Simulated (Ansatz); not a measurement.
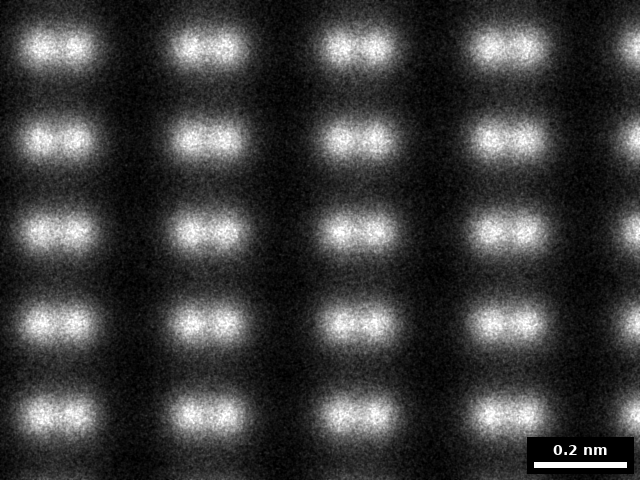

iDPC-like image of a crystal. Simulated as the projected potential of neutral atoms (B = 0.5 Å²) blurred by a 0.50 Å probe, the thin-sample limit of integrated differential phase contrast. Shot noise was added.

Question: What two-dimensional lattice does the image show, and how large is its cell?

Answer: The pattern repeats on a rectangular net of 2.0 × 3.3 Å.

Question: Which plane group does this projection have?

Answer: p2mm: mirror lines in two perpendicular directions, with twofold points where they cross.

Question: How many columns does the smallest repeating cell hold, and how many levels of brightness?

Answer: 2 columns in the primitive cell of 6.6 Å², all of one brightness.

The crystal is Ge (Fd-3m, No. 227) seen along [211]. Structure: the input geometry of a calculation.
